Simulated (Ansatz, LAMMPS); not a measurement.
# Elastic response of amorphous Zn20Hg10Se19S11 (60 atoms), part 2 of 2

How stiff is amorphous Zn20Hg10Se19S11 (60 atoms)?

Ansatz 0.2.0; Kohn-Sham DFT, PBE, PAW (set soft_1), plane waves.

The cell: 20 Zn, 10 Hg, 19 Se and 11 S. The quench rate of 100 K/ps is many orders above laboratory rates. The network of bonds at the start is that of the classical potential that made the cell. The Brillouin zone is sampled at Γ only. No spin–orbit coupling is included.

So far. Step 2 (Single point at the start): The r.m.s. force at the start is 0.51 eV/Å. Step 3 (Cell and atoms relaxed): The relaxation converged after 57 steps, with a largest force component of 0.022 eV/Å.

**4. Single point at the relaxed geometry**

The electronic structure is read at the final geometry, in a run of its own.

input.yaml reads:

```yaml
crystal:
  lattice:
    - [12.55909, 0.41635, -0.2775]
    - [0.41635, 10.35135, 0.11212]
    - [-0.2775, 0.11212, 12.4623]
  atoms:
    - { symbol: Zn, position: [0.66845, 0.01613, 0.48581] }
    - { symbol: Zn, position: [0.9779, 0.65164, 0.52916] }
    - { symbol: Zn, position: [0.34818, 0.99771, 0.30464] }
    - { symbol: Zn, position: [0.43256, 0.94571, 0.51665] }
    - { symbol: Zn, position: [0.48831, 0.85574, 0.74208] }
    - { symbol: Zn, position: [0.52428, 0.229, 0.88262] }
    [... 48 atom lines left out ...]
    - { symbol: S, position: [0.71166, 0.93694, 0.16698] }
    - { symbol: S, position: [0.86509, 0.58949, 0.19364] }
    - { symbol: S, position: [0.81927, 0.90125, 0.5618] }
    - { symbol: S, position: [0.61005, 0.67628, 0.04197] }
    - { symbol: S, position: [0.57909, 0.84076, 0.40818] }
    - { symbol: S, position: [0.44117, 0.18073, 0.2792] }
kpoints:
  mp_grid: { grid: [1, 1, 1] }
hamiltonian:
  xc: pbe
  pseudopotentials: { kind: paw, azcp: { folder: soft_1 } }
scf:
  occupations: { method: gaussian, width: 0.05 }
output:
  forces: true
  stress: true
  populations: true
  dos:
    method: { smearing: { sigma: 0.08 } }
    de: 0.1
    projected: { site_lists: { Hg: [Hg], S: [S], Se: [Se], Zn: [Zn] } }
  eigenvalues: true
  write_density: true
  write_potential: true
  volumetric_format: npy
  elf: true
```

Launch:

```
$ ansatz run input.yaml --threads 4 --pin off --max-ram 8192MiB --backend cpu --events-out ev --progress --plain --runs-dir out
```

Numbers of over 12 decimals in the logs are rounded to 6 here.

The log of the run:

```text
[...]
Crystal: 60 atoms, lattice volume = 1617.002 Å³
Basis set: ecut = 420 eV, 31599 PW (Γ), exchange–correlation on 180×144×180 points (8 copies of the dense FFT grid, shifted against one another)
Bands: 486, of which v1, the nominal top of the filled ones, is band 405 counted from 1 (404 counted from 0)
Symmetry: 1 space group operations
[...]
k-points: 1
[...]
SCF iter   1: F=—  HF=-318410.797163 eV  |F-HF|=—  |Δ(HF+E_count)|=         —  Δρ=5.00e-2  dr2=7.82e1  ethr=3.10e-3  ⟨swp⟩=6.0  Hψ=1987  notcnv=0  defer=48
[...]
SCF iter  16: F=-318394.714815 eV  HF=-318394.714815 eV  |F-HF|=3.49e-9  |Δ(HF+E_count)|=   5.72e-8  Δρ=1.55e-6  dr2=3.95e-8  ethr=1.23e-11  ⟨swp⟩=18.0  Hψ=4595  notcnv=0
SCF 1 converged in 16 iterations: F = -318394.714815 eV  dr2 = 3.95e-8
[...]
SCF converged after 16 iterations
Free energy (F): -318394.714815 eV
[...]
Internal energy: -318394.714815 eV  (E = F + TS)
E sigma→0 (E₀):  -318394.714815 eV
Fermi energy:    6.107324 eV
[...]
--- Forces (eV/Å), atoms counted from 1 ---
  atom   1  Zn    -0.00425079    -0.00023911    -0.00048266
  atom   2  Zn     0.00730506    -0.00101740     0.00661879
  atom   3  Zn     0.00645233     0.00864769     0.00453706
  atom   4  Zn    -0.00247219     0.00463937    -0.00515473
  atom   5  Zn    -0.00089574     0.00160529     0.00802171
  atom   6  Zn     0.00767090    -0.01786221    -0.00524345
  atom   7  Zn     0.00403499     0.00327984    -0.01260488
  atom   8  Zn    -0.00025913     0.01269012     0.00193377
  atom   9  Zn    -0.00645843     0.01072192    -0.00342898
  atom  10  Zn    -0.00872997     0.00223019     0.01116561
  atom  11  Zn     0.00304918    -0.00316174    -0.00446684
  atom  12  Zn     0.00561288     0.00494807    -0.01442094
  atom  13  Zn     0.00463180    -0.00645790    -0.00453876
  atom  14  Zn    -0.00316930    -0.00165402    -0.00352783
[...]
atom  59  S      0.00302283    -0.00412061    -0.00828425
  atom  60  S      0.00790291    -0.00768804     0.01029314
  max |Σ_I F_I| component: 1.40e-5 eV/Å
--- Stress (GPa, compression-positive) ---
        0.012449      -0.001515      -0.007940
       -0.001515      -0.005481       0.005380
       -0.007940       0.005380      -0.000091
  P = ⅓ Tr σ = 0.0023 GPa (0.023 kbar)
--- Band table (eV) ---
[...]
--- Löwdin populations: 60 sites ---
  site symbol       q [e]
     0     Zn     10.7484
     1     Zn     10.7722
     2     Zn     10.7718
[...]
59      S      7.0883
  spilling = 0.007039 (of n_electrons = 810.000000)
```

Wall time 49 s (4 threads of Arm Neoverse V2, shared host); peak memory 2.4 GiB.

Numbers from this run:

| Quantity | Value |
| --- | --- |
| free energy | -318394.7148 eV |
| free energy per atom | -5306.5786 eV/atom |
| SCF cycles | 16 |
| pressure | 0.002292 GPa |
| r.m.s. force component | 0.00784 eV/Å |
| longest force | 0.02849 eV/Å |
| Fermi energy | 6.107 eV |
| gap (highest filled to lowest empty level) | 1.204 eV |
| spilling of the projection | 0.007039 |

Löwdin charges by element and coordination (they lack the spilled electrons, 0.095 e an atom on average):

```csv
element,coordination,atoms,mean charge (e),spread,least,most
Hg,all,10,0.827,0.209,0.399,0.995
Hg,1,1,0.471,0,0.471,0.471
Hg,2,4,0.800,0.235,0.399,0.995
Hg,3,4,0.902,0.0976,0.735,0.976
Hg,4,1,0.985,0,0.985,0.985
S,all,11,-1,0.112,-1.09,-0.686
S,3,5,-1.02,0.0494,-1.07,-0.936
S,4,6,-0.982,0.142,-1.09,-0.686
Se,all,19,-0.839,0.179,-1.03,-0.405
Se,3,13,-0.799,0.199,-1.03,-0.405
Se,4,5,-0.948,0.0478,-1.00,-0.861
Se,5,1,-0.820,0,-0.820,-0.820
Zn,all,20,1.22,0.0487,1.02,1.26
Zn,2,1,1.02,0,1.02,1.02
Zn,3,4,1.22,0.0132,1.20,1.23
Zn,4,15,1.23,0.0135,1.21,1.26
```

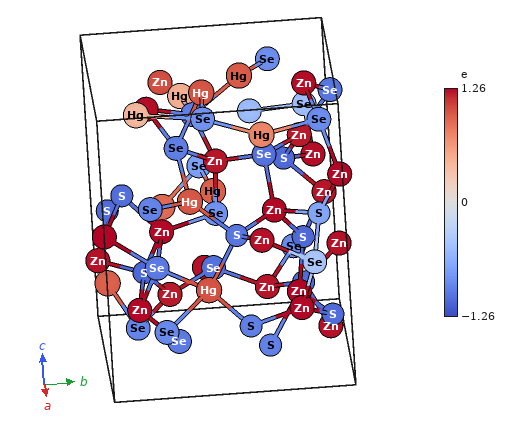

Atoms coloured by Löwdin charge. Bonds to atoms that aren't drawn are left out. Some periodic images of atoms are drawn too.

Density of states as counts of states in windows of 1 eV (from the Fermi level), total and the larger projections:

```csv
from (eV),to (eV),total,Zn d,Se p,Hg d,S p,Zn s
-10,-8,0.0,0.0,0.0,0.0,0.0,0.0
-8,-7,118.9,80.3,4.5,28.3,3.6,0.9
-7,-6,181.1,110.8,2.5,64.0,1.1,0.6
-6,-5,20.4,1.9,5.4,1.5,4.9,3.4
-5,-4,34.3,1.8,11.6,1.9,7.7,4.9
-4,-3,26.8,0.8,12.8,0.6,8.5,1.2
-3,-2,43.8,1.2,22.5,0.8,15.3,0.9
-2,-1,47.8,1.2,28.5,0.9,13.7,0.5
-1,0,6.9,0.1,4.7,0.2,0.9,0.1
0,1,3.5,0.0,1.2,0.1,0.3,0.5
1,2,18.1,0.0,5.5,0.2,1.9,2.3
2,3,29.5,0.1,5.3,0.1,2.3,8.1
3,4,29.4,0.0,3.3,0.1,1.7,6.3
4,5,32.6,0.0,1.4,0.0,1.0,2.5
```

The curve was stored every 0.10 eV, coarse against its broadening of 0.08 eV, so these counts are rough.

Between -26 and -10 eV lie 60 more states.

About 270 of the 810 electrons lie in deeper levels, below the stored range.

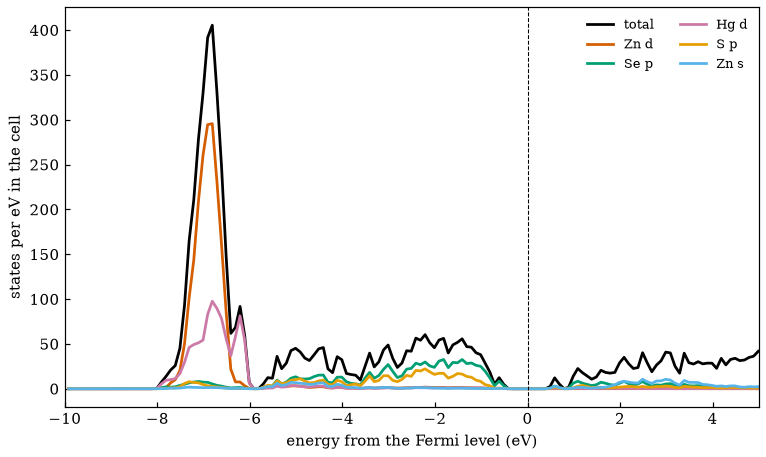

Total and projected density of states, with the broadening of the input.

The levels nearest the highest filled one (over half full), pooled over k-points and spins:

```csv
level less the highest filled one (eV),occupation
-0.457,2
-0.420,2
-0.383,2
-0.286,2
-0.235,2
0,2
1.20,0
1.62,0
1.70,0
1.80,0
1.94,0
2.13,0
```

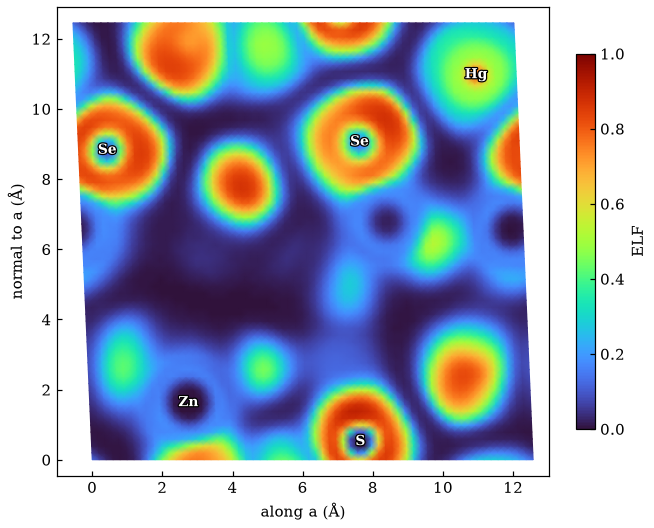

ELF in the ac plane at fractional y = 0.681, with atoms of Zn and Hg and Se and S within 0.2 Å of it. It is the smooth field of the valence electrons, not physical close to the nuclei.

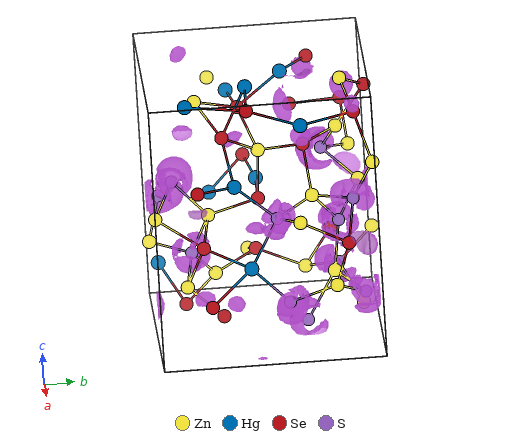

Surface of ELF = 0.85. Bonds to atoms that aren't drawn are left out.

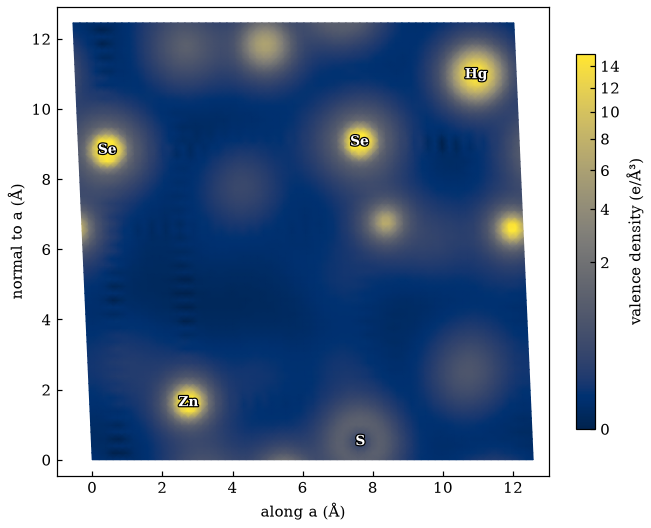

Valence density in the ac plane at fractional y = 0.681, with atoms of Zn and Hg and Se and S within 0.2 Å of it. It is the smooth field of the valence electrons, not physical close to the nuclei. The colour scale is stretched toward low values.

The highest filled and lowest empty levels differ by 1.20 eV (at Γ alone); a semilocal functional tends to put such gaps too low. In a disordered cell it changes from sample to sample, and tail or defect levels can set it. Mean Löwdin charges: Hg +0.83, S -1.00, Se -0.84, Zn +1.22 e (they miss 0.70 % of the electrons, so they add up to more than the cell's charge). The largest share in the top eV of filled states is Se p (64 % of the projected weight), and in the lowest eV of empty states Se p (40 % of the projected weight).

**5. Volume -3 %**

The relaxed cell is scaled evenly and the atoms are relaxed again; the stress at the end gives one point of P(V).

input.yaml, the sections that differ from step 4:

```yaml
crystal:
  lattice:
    - [12.43222, 0.41214, -0.2747]
    - [0.41214, 10.24678, 0.11099]
    - [-0.2747, 0.11099, 12.33641]
  atoms:
    [... the 60 atom lines of step 4 ...]
output:
  forces: true
  eigenvalues: true
  stress: true
relax:
  f_tol: 0.05
  max_steps: 70
# kpoints, hamiltonian, scf: as in step 4
```

The log of the run:

```text
Warning: output.stress: scf.convergence.dr2_threshold = 1e-7 eV (the SCF's general default) is looser than the 6e-9 eV advised for a printed stress (1e-10 eV for each atom of the cell: 60). What an SCF threshold leaves in a stress goes as its square root, and in the free energy as the threshold itself, and one threshold admits the most on a small cell: [...]
[...]
Crystal: 60 atoms, lattice volume = 1568.491 Å³
Basis set: ecut = 420 eV, 30647 PW (Γ), exchange–correlation on 180×144×180 points (8 copies of the dense FFT grid, shifted against one another)
Bands: 486, of which v1, the nominal top of the filled ones, is band 405 counted from 1 (404 counted from 0)
Symmetry: 1 space group operations
[...]
k-points: 1
[...]
SCF iter   1: F=—  HF=-318410.409878 eV  |F-HF|=—  |Δ(HF+E_count)|=         —  Δρ=5.02e-2  dr2=7.17e1  ethr=3.10e-3  ⟨swp⟩=6.0  Hψ=1991  notcnv=0  defer=49
[...]
SCF iter  10: F=—  HF=-318394.490189 eV  |F-HF|=—  |Δ(HF+E_count)|=   1.20e-4  Δρ=7.31e-5  dr2=7.31e-5  ethr=4.12e-8  ⟨swp⟩=2.0  Hψ=767  notcnv=0  defer=76
SCF iter  11: F=-318394.490207 eV  HF=-318394.490206 eV  |F-HF|=1.04e-6  |Δ(HF+E_count)|=   1.64e-5  Δρ=4.00e-5  dr2=2.13e-5  ethr=7.72e-9  ⟨swp⟩=14.0  Hψ=2879  notcnv=0
SCF 1 converged in 11 iterations: F = -318394.490207 eV  dr2 = 2.13e-5
[...]
relax step   1: F+E_penalty+E_count = -318394.49020660 eV  Δ(F+E_penalty+E_count) = +0.000e0 eV  max|allowed force component| = 3.060e-1 eV/Å  Δτ_max = 0.0000 Å  (11 SCF iters, dr2 threshold 6.25e-5 eV, accepted)
[...]
relax step   2: F+E_penalty+E_count = -318394.58347502 eV  Δ(F+E_penalty+E_count) = -9.327e-2 eV  max|allowed force component| = 1.449e-1 eV/Å  Δτ_max = 0.0727 Å  (7 SCF iters, dr2 threshold 5.85e-6 eV, accepted)
[...]
relax step   3: F+E_penalty+E_count = -318394.60534315 eV  Δ(F+E_penalty+E_count) = -2.187e-2 eV  max|allowed force component| = 4.859e-2 eV/Å  Δτ_max = 0.0491 Å  (9 SCF iters, accepted)
SCF converged after 9 iterations
Free energy (F): -318394.605343 eV
[...]
Internal energy: -318394.605343 eV  (E = F + TS)
E sigma→0 (E₀):  -318394.605343 eV
Fermi energy:    6.502160 eV
[...]
Σ components = -318394.605343   (vs F -318394.605343, Δ=0.00e0)
--- Forces (eV/Å), atoms counted from 1 ---
  atom   1  Zn    -0.00272827    -0.00297320    -0.00336692
  atom   2  Zn     0.01718319    -0.00579599     0.00647681
  atom   3  Zn     0.00471986    -0.01920497    -0.01407382
  atom   4  Zn     0.02188093     0.00776294    -0.01288714
[...]
atom  60  S      0.03123140    -0.02059415    -0.00670189
  max |Σ_I F_I| component: 8.60e-5 eV/Å
--- Stress (GPa, compression-positive) ---
        0.747196       0.004801      -0.098858
        0.004801       0.842518       0.020448
       -0.098858       0.020448       0.655787
  P = ⅓ Tr σ = 0.7485 GPa (7.485 kbar)
--- Band table (eV) ---
[...]
--- Relaxed structure (3 steps of the walk, 3 accepted, 0 SCFs on fresh bases) ---
  F+E_penalty+E_count = -318394.60534315 eV   max|allowed force component| = 4.859e-2 eV/Å
  atoms:
    - { symbol: Zn, position: [0.666446, 0.017233, 0.488360] }
    - { symbol: Zn, position: [0.981017, 0.652909, 0.528436] }
    - { symbol: Zn, position: [0.345161, 0.996767, 0.305201] }
    - { symbol: Zn, position: [0.429770, 0.945653, 0.518197] }
[...]
- { symbol: S, position: [0.440286, 0.179836, 0.280985] }
```

Elapsed: 80 s, on 4 threads; peak memory 2.4 GiB.

The program notes that the SCF threshold is loose for the stress.

The relaxation converged after 3 steps, 0.115 eV below its start, with a largest force component of 0.049 eV/Å.

Volume -3 %: the energy stands 0.109 eV above that of the reference, at a pressure of 0.749 GPa.

**6. Volume +3 %**

The relaxed cell is scaled to another volume.

Input and log are left out; they have the form of those shown for this kind of step.

Run time: 2.3 min. Hardware: 4 threads of Arm Neoverse V2, shared host; peak memory 2.5 GiB.

The relaxation converged after 5 steps, 0.120 eV below its start, with a largest force component of 0.040 eV/Å.

Volume +3 %: the energy stands 0.0788 eV above that of the reference, at a pressure of -0.519 GPa.

**7. Volume -6 %**

The relaxed cell is scaled to another volume.

Input and log are left out; they have the form of those shown for this kind of step.

It took 6.7 min on 4 threads of Arm Neoverse V2, shared host; peak memory 2.4 GiB; 26 min of CPU time.

The relaxation converged after 16 steps, 0.637 eV below its start, with a largest force component of 0.037 eV/Å.

Volume -6 %: the energy stands 0.314 eV above that of the reference, at a pressure of 1.49 GPa.

**8. Volume +6 %**

The relaxed cell is scaled to another volume.

Input and log are left out; they have the form of those shown for this kind of step.

Wall time 6.1 min (4 threads of Arm Neoverse V2, shared host); peak memory 2.6 GiB.

The relaxation was stopped at its limit after 12 steps, 0.653 eV below its start, with a largest force component of 0.065 eV/Å.

Volume +6 %: the energy stands 0.101 eV above that of the reference.

**9. Volume -10 %**

The relaxed cell is scaled to another volume.

Input and log are left out; they have the form of those shown for this kind of step.

The job ended after 2.5 min (4 threads of Arm Neoverse V2, shared host; peak memory 2.3 GiB; 9.7 min of CPU time).

The relaxation was stopped at its limit after 6 steps, 1.64 eV below its start, with a largest force component of 0.18 eV/Å.

Volume -10 %: the energy stands 1.23 eV above that of the reference.

**10. Pressure against volume**

Atoms are relaxed at each volume, in the scaled cell.

```csv
volume change (%),volume (Å³/atom),energy change (meV/atom),pressure (GPa),largest move on relaxing (Å),bonds,gap (eV)
-6,25.333,5.23,1.49,0.78,100,1.19
-3,26.142,1.82,0.75,0.10,102,1.21
+0,26.950,0.00,0.00,-,101,1.20
+3,27.759,1.31,-0.52,0.20,101,1.20
```

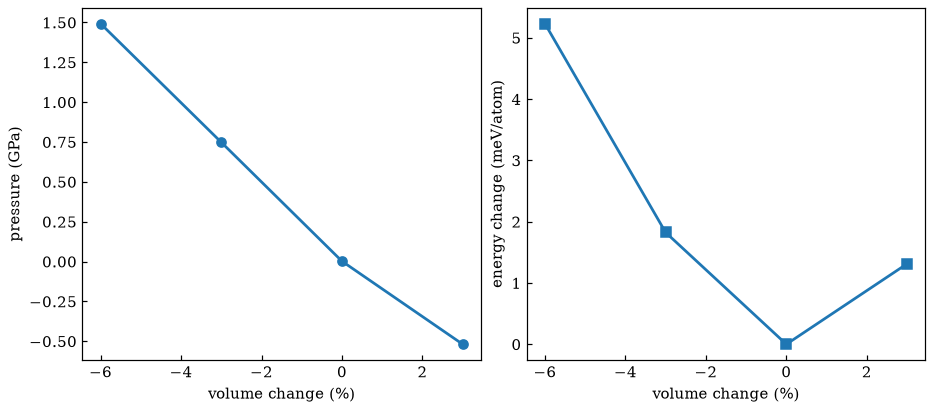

Pressure and energy against volume.

**11. What came out**

The bulk modulus, from the slope of pressure against ln V over the three points nearest the relaxed volume, is 21.1 GPa; between neighbouring points the slope runs 24, 24 and 18 GPa from the smallest volume up, without a steady fall, so no pressure derivative is given. The count of bonds runs from 100 to 102 over the series, so at some points contacts cross the cutoffs. At -6 % some atom moved by over 0.5 Å on relaxing, so that point may sit in another local minimum. The gap goes from 1.19 eV at the smallest volume to 1.20 eV at the largest, not monotonically (lowest 1.19, highest 1.21 eV), on the run's k-points.

**Limits.** Strains are finite and relaxations stop at the force tolerance of the input, which can leave moduli too stiff; they are those of a static cell at zero temperature. Volumes are changed with the cell's shape held, so in an anisotropic solid the modulus lies over the one under free hydrostatic load. The program notes that the SCF threshold of the relaxations is loose for the stress.

The DFT runs together took 44 min of wall time.

[Logs are printed without paths, hosts, clocks, repeated set-up lines and the standing remarks that a program may print on its own settings, such as how far it seeks lower states.]

[Hosts, paths, dates, database ids (printed as entryN), source tags and the programs' standing remarks are cut or masked in the printed files.]
